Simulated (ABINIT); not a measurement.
# GaAs (F-43m): G0W0 with ABINIT, start to end

How does a plane-wave GW calculation on GaAs (F-43m) run from the first input to the gap?

Calculated with ABINIT 10.8.3; PBE and many-body steps on it, plane waves.

**Experimental background.**

- Gap 1.51 eV: band-edge emission energy from PL (direct gap at Gamma); photoluminescence, 633 nm excitation; 77 K; bulk crystal (MBE GaAs matrix around a thin InAs wetting layer on semi-insulating GaAs (100)) (“Photoluminescence of InAs/GaAs quantum dots under direct two-photon excitation”, 2020, pmc:7331710).

- Gap 1.418 ± 0.005 eV: direct gap E0 at Gamma from PR; modulated photoreflectance, low-field lineshape fit; 300 K; bulk crystal (semi-insulating GaAs(001) reference substrate) (“Evidence of valence band perturbations in GaAsN/GaAs(001): A combined variable-angle spectroscopic ellipsometry and modulated photoreflectance investigation”, 2008, arxiv:0805.2212).

- Gap 1.42 eV: fundamental direct gap E0 at Gamma, seen as sharp points in Psi and Delta; spectroscopic ellipsometry; 300 K; bulk crystal (semi-insulating GaAs (100) substrate) (“Ellipsometric study of the Electronic Structure of GaMnAs and LT-GaAs”, 2004, arxiv:cond-mat/0404304).

- Gap 1.412 ± 0.01 eV: direct gap E0 at Gamma from ellipsometry; variable-angle spectroscopic ellipsometry, parametric critical-point fit; 300 K; bulk crystal (semi-insulating GaAs(001) reference substrate with native oxide) (“Evidence of valence band perturbations in GaAsN/GaAs(001): A combined variable-angle spectroscopic ellipsometry and modulated photoreflectance investigation”, 2008, arxiv:0805.2212).

## 1. The structure

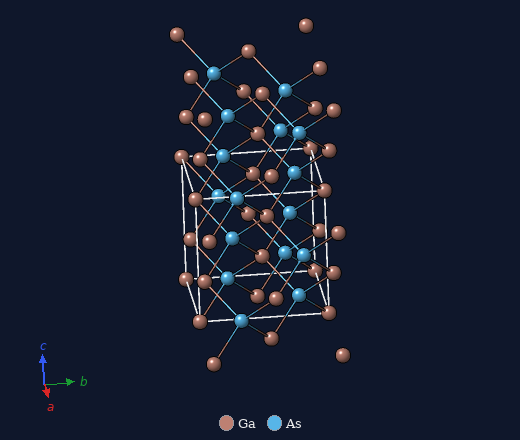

The starting structure, seen slightly off an axis (gallium pink, arsenic blue). 2×1×2 cells are drawn. This picture shows the conventional cell, with its axes. Bonds to atoms that aren't drawn are left out. Some periodic images of atoms are drawn too.

The cell and positions come from the Crystallography Open Database and are kept as given unless a step says otherwise.

## 2. Ground state

This step: ABINIT 10.8.3; DFT, PBE, plane waves, norm-conserving pseudopotentials.

The ground-state density comes first.

The input, run.abi:

```
acell 3*1.0 Angstrom
rprim 
  0.000000000000 2.826850000000 2.826850000000
  2.826850000000 0.000000000000 2.826850000000
  2.826850000000 2.826850000000 -0.000000000000
ntypat 2
znucl 31 33
natom 2
typat 1 2
xred 
  0.000000000000 0.000000000000 0.000000000000
  0.250000000000 0.250000000000 0.250000000000
pp_dirpath "pseudos"
pseudos "Ga.upf, As.upf"
ecut 45
ngkpt 6 6 6
nshiftk 1
shiftk 0 0 0
kptopt 1
chksymbreak 0
nband 27
occopt 1
tolvrs 1e-10
nstep 60
prtwf 0
optforces 0
optstress 0
indata_prefix "in"
outdata_prefix "out"
tmpdata_prefix "tmp"
```

Command:

```sh
$ OMP_NUM_THREADS=1 mpirun -n 8 abinit run.abi > log
```

Numbers of over 12 decimals in the logs are rounded to 6 here.

The log of the run:

```text
.Version 10.8.3 of ABINIT. v10.8.2 released Aug 2026.

 Symmetries : space group F-4 3 m (#216); Bravais cF (face-center cubic)
================================================================================
 Values of the parameters that define the memory need of the present run
     intxc =       0    ionmov =       0      iscf =       7    lmnmax =       6
     lnmax =       6     mgfft =      48  mpssoang =       3    mqgrid =    3001
     natom =       2  nloc_mem =       1    nspden =       1   nspinor =       1
    nsppol =       1      nsym =      24    n1xccc =    2501    ntypat =       2
    occopt =       1   xclevel =       2
-    mband =          27        mffmem =           1         mkmem =           2
       mpw =        4428          nfft =      110592          nkpt =          16
================================================================================
  Rough estimation (10% accuracy) of disk space for files :
================================================================================

--------------------------------------------------------------------------------
------------- Echo of variables that govern the present computation ------------
--------------------------------------------------------------------------------
 -outvars: echo values of preprocessed input variables --------
            acell      1.8897261259E+00  1.8897261259E+00  1.8897261259E+00 Bohr

      chksymbreak           0
             ecut      4.50000000E+01 Hartree
-          fftalg         312

              ixc     -101130
              kpt      0.00000000E+00  0.00000000E+00  0.00000000E+00
                       1.66666667E-01  0.00000000E+00  0.00000000E+00
                       3.33333333E-01  0.00000000E+00  0.00000000E+00
                       5.00000000E-01  0.00000000E+00  0.00000000E+00
                       1.66666667E-01  1.66666667E-01  0.00000000E+00
                       3.33333333E-01  1.66666667E-01  0.00000000E+00
                       5.00000000E-01  1.66666667E-01  0.00000000E+00
                      -3.33333333E-01  1.66666667E-01  0.00000000E+00
                      -1.66666667E-01  1.66666667E-01  0.00000000E+00
   [... 5 further rows ...]
                      -3.33333333E-01  3.33333333E-01  1.66666667E-01
                      -3.33333333E-01  5.00000000E-01  1.66666667E-01
         kptrlatt        6    0    0      0    6    0      0    0    6
          kptrlen      4.53281381E+01
P           mkmem           2
            natom           2
            nband          27
            ngfft          48      48      48
             nkpt          16
            nstep          60
             nsym          24
           ntypat           2
              occ      2.000000  2.000000  2.000000  2.000000  2.000000  2.000000
                       2.000000  2.000000  2.000000  2.000000  2.000000  2.000000
                       2.000000  2.000000  2.000000  2.000000  2.000000  2.000000
                       2.000000  2.000000  2.000000  2.000000  0.000000  0.000000
[...]
optforces           0
        optstress           0
            prtwf           0
            rprim      0.0000000000E+00  2.8268500000E+00  2.8268500000E+00
[...]
spgroup         216

           tolvrs      1.00000000E-10

             xred      0.0000000000E+00  0.0000000000E+00  0.0000000000E+00
[...]
znucl       31.00000   33.00000

================================================================================

 chkinp: Checking input parameters for consistency.

================================================================================
== DATASET  1 ==================================================================
-   mpi_nproc: 8, omp_nthreads: 1 (-1 if OMP is not activated)

--- !DatasetInfo
iteration_state: {dtset: 1, }
dimensions: {natom: 2, nkpt: 16, mband: 27, nsppol: 1, nspinor: 1, nspden: 1, mpw: 4428, }
cutoff_energies: {ecut:  45.0, pawecutdg:  -1.0, }
electrons: {nelect:   4.40000000E+01, charge:   0.00000000E+00, occopt:   1.00000000E+00, tsmear:   1.00000000E-02, }

 Real(R)+Recip(G) space primitive vectors, cartesian coordinates (Bohr,Bohr^-1):
 R(1)=  0.0000000  5.3419723  5.3419723  G(1)= -0.0935984  0.0935984  0.0935984
 R(2)=  5.3419723  0.0000000  5.3419723  G(2)=  0.0935984 -0.0935984  0.0935984
 R(3)=  5.3419723  5.3419723  0.0000000  G(3)=  0.0935984  0.0935984 -0.0935984
 Unit cell volume ucvol=  3.0488418E+02 bohr^3
 Angles (23,13,12)=  6.00000000E+01  6.00000000E+01  6.00000000E+01 degrees

 getcut: wavevector=  0.0000  0.0000  0.0000  ngfft=  48  48  48
         ecut(hartree)=     45.000   => boxcut(ratio)=   2.10404

--- Pseudopotential description ------------------------------------------------
- Ga Generated using ONCVPSP code by D. R. Hamann
- 31.00000  21.00000  171031                  znucl, zion, pspdat
12 -101130 2 -1 1902                          pspcod,pspxc,lmax,lloc,mmax
     nproj     2     2     2
  pspatm : epsatm=   21.85474337
         --- l  ekb(1:nproj) -->
[...]
pspatm: atomic psp has been read  and splines computed

- As Generated using ONCVPSP code by D. R. Hamann
- 33.00000  23.00000  171031                  znucl, zion, pspdat
12 -101130 2 -1 1358                          pspcod,pspxc,lmax,lloc,mmax
     nproj     2     2     2
  pspatm : epsatm=   24.77333152
         --- l  ekb(1:nproj) -->
[...]
pspatm: atomic psp has been read  and splines computed

   2.05163530E+03                                ecore*ucvol(ha*bohr**3)
--------------------------------------------------------------------------------

_setup2: Arith. and geom. avg. npw (full set) are    4396.153    4396.130

================================================================================

--- !BeginCycle
iteration_state: {dtset: 1, }
solver: {iscf: 7, nstep: 60, nline: 4, wfoptalg: 0, }
tolerances: {tolvrs: 1.00E-10, }

     iter   Etot(hartree)      deltaE(h)  residm     vres2
 ETOT  1  -551.03046146651    -5.510E+02 9.109E-01 1.435E+03
 ETOT  2  -553.19824534608    -2.168E+00 2.477E-02 2.566E+03
 ETOT  3  -553.54765832786    -3.494E-01 3.271E-02 3.191E+02
 ETOT  4  -553.56859560667    -2.094E-02 4.856E-03 1.481E+02
 ETOT  5  -553.58703702391    -1.844E-02 5.683E-04 1.915E+00
 ETOT  6  -553.58715212544    -1.151E-04 3.854E-05 6.968E-01
 ETOT  7  -553.58724571705    -9.359E-05 3.828E-06 9.701E-03
 ETOT  8  -553.58724688351    -1.166E-06 1.260E-06 5.277E-04
 ETOT  9  -553.58724687676     6.752E-09 8.972E-07 5.197E-04
 ETOT 10  -553.58724695068    -7.392E-08 3.128E-07 1.448E-07
 ETOT 11  -553.58724695072    -4.184E-11 3.029E-07 5.961E-09
 ETOT 12  -553.58724695070     1.876E-11 1.090E-07 4.989E-10
 ETOT 13  -553.58724695071    -9.436E-12 1.174E-07 1.973E-11

 At SCF step   13       vres2   =  1.97E-11 < tolvrs=  1.00E-10 =>converged.

--- !ResultsGS
iteration_state: {dtset: 1, }
comment   : Summary of ground state results
lattice_vectors:
- [  0.0000000,   5.3419723,   5.3419723, ]
- [  5.3419723,   0.0000000,   5.3419723, ]
- [  5.3419723,   5.3419723,  -0.0000000, ]
lattice_lengths: [   7.55469,    7.55469,    7.55469, ]
lattice_angles: [ 60.000,  60.000,  60.000, ] # degrees, (23, 13, 12)
lattice_volume:   3.0488418E+02
convergence: {deltae: -9.436E-12, res2:  1.973E-11, residm:  1.174E-07, diffor:  0.000E+00, }
etotal    :  -5.53587247E+02
entropy   :   0.00000000E+00
fermie    :   2.08235878E-01
cartesian_stress_tensor: null
pressure_GPa: null
xred      :
- [  0.0000E+00,   0.0000E+00,   0.0000E+00, Ga]
- [  2.5000E-01,   2.5000E-01,   2.5000E-01, As]
cartesian_forces: null
force_length_stats: {min: null, max: null, mean: null, }

 Integrated electronic density in atomic spheres:
 ------------------------------------------------
 Atom  Sphere_radius  Integrated_density
    1        2.00000         18.80846266
    2        2.00000         20.37373321
================================================================================

 ----iterations are completed or convergence reached----

 Mean square residual over all n,k,spin=   27.173E-11; max=  11.737E-08
 reduced coordinates (array xred) for    2 atoms
       0.000000000000      0.000000000000      0.000000000000
       0.250000000000      0.250000000000      0.250000000000
 rms dE/dt=  0.0000E+00; max dE/dt=  0.0000E+00; dE/dt below (all hartree)
    1       0.000000000000      0.000000000000      0.000000000000
    2       0.000000000000      0.000000000000      0.000000000000

 cartesian coordinates (angstrom) at end:
    1      0.000000     0.000000     0.000000
    2      1.413425     1.413425     1.413425
 length scales=  1.889726125908  1.889726125908  1.889726125908 bohr
              =  1.000000000000  1.000000000000  1.000000000000 angstroms
 prteigrs : about to open file out_EIG
 Fermi (or HOMO) energy (hartree) =   0.20824   Average Vxc (hartree)=  -0.36654
 Eigenvalues (hartree) for nkpt=  16  k points:
 kpt#   1, nband= 27, wtk=  0.00463, kpt=  0.0000  0.0000  0.0000 (reduced coord)
  -6.58411   -5.07879   -4.50242   -4.50242   -4.50242   -3.26559   -3.26559   -3.26559
  -1.08415   -1.08415   -1.08415   -1.08382   -1.08382   -0.33685   -0.33685   -0.33685
  -0.33402   -0.33402   -0.25960    0.20824    0.20824    0.20824    0.22690    0.34556
   0.34556    0.34556    0.48736
 prteigrs : prtvol=0 or 1, do not print more k-points.

--- !EnergyTerms
iteration_state     : {dtset: 1, }
comment             : Components of total free energy in Hartree
kinetic             :  2.56579599922981E+02
hartree             :  2.39359398107684E+02
xc                  : -5.35166848518870E+01
Ewald energy        : -2.44384754666974E+02
psp_core            :  6.72922843284988E+00
local_psp           : -6.21711725125364E+02
non_local_psp       : -1.36642308770002E+02
total_energy        : -5.53587246950712E+02
total_energy_eV     : -1.50638763976251E+04
band_energy         : -8.40153441810221E+01

== END DATASET(S) ==============================================================
================================================================================

 -outvars: echo values of variables after computation  --------
           etotal     -5.5358724695E+02
            nband          27
             nkpt          16
          spgroup         216
 [... the other variables as echoed above ...]

 Calculation completed.
```

Wall time 29 s (8 MPI ranks of Intel Xeon Platinum 8259CL at 2.50GHz (Skylake/Cascade Lake), shared host); peak memory 0.73 GiB; 3.9 min of CPU time.

Numbers from this step:

- total energy: -15063.8764 eV
- gap: 0.5078 eV
- k of the valence top: 0, 0, 0
- k of the conduction bottom: 0, 0, 0
- least direct gap: 0.5078 eV

The gap is direct, at Γ.

(Part 1 of 3 ends here.)

[Paths, hosts, dates, memory and timing lines, banners, echoed tables and standing remarks are left out of the program output.]

[Logs are printed without paths, hosts, clocks, repeated set-up lines and the standing remarks that a program may print on its own settings, such as how far it seeks lower states.]

[Runs of the session that timed out or met a known fault of the program may be left out.]

[Hosts, paths, dates, database ids (printed as entryN), source tags and the programs' standing remarks are cut or masked in the printed files.]

[G0W0 gaps are taken among the corrected bands and points alone; a level outside them can change the order at an edge.]

[Where Ansatz stands beside ABINIT at settings called matched, ABINIT's density can come from a denser mesh and the files from another edition; pairs whose starting gaps differed by over 0.03 eV were left out, so agreement reads better than it is.]
